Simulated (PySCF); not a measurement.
SMILES C[SiH2]CC[SiH2]C (C4H14Si2) at its GFN2-xTB optimised geometry (Å):

```
20

Si     1.1127    -2.5756    -2.0013
C      1.2265    -4.4565    -2.2382
C     -0.6934    -2.1225    -1.6117
C     -0.9828    -0.6230    -1.5414
Si    -0.2977     0.2567     0.0000
C     -0.9214     2.0504     0.0000
H      1.5285    -1.9026    -3.2416
H      2.0063    -2.1723    -0.9088
H      2.2442    -4.7568    -2.4661
H      0.9215    -4.9880    -1.3415
H      0.5944    -4.7980    -3.0527
H     -1.3297    -2.5661    -2.3844
H     -0.9958    -2.5874    -0.6708
H     -2.0672    -0.4742    -1.5643
H     -0.5951    -0.1435    -2.4430
H      1.1702     0.2567     0.0000
H     -0.7827    -0.4274     1.2086
H     -2.0063     2.0989     0.0183
H     -0.5842     2.5874    -0.8818
H     -0.5555     2.5872     0.8694
```

Level of theory: B3LYP/def2-SVP (PySCF). Cells within 0.4 Å of a nucleus heavier than hydrogen are left out (blank, or x).

Map of the HOMO−1 amplitude (bohr^(-3/2)) on the plane z = 0.0 Å; orbital energy -8.11 eV, overall sign arbitrary:

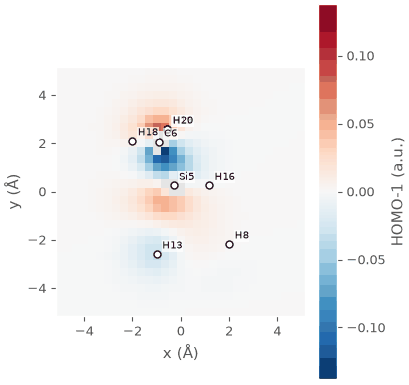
*HOMO−1 amplitude (bohr^(-3/2)) on the plane z = 0.0 Å.*
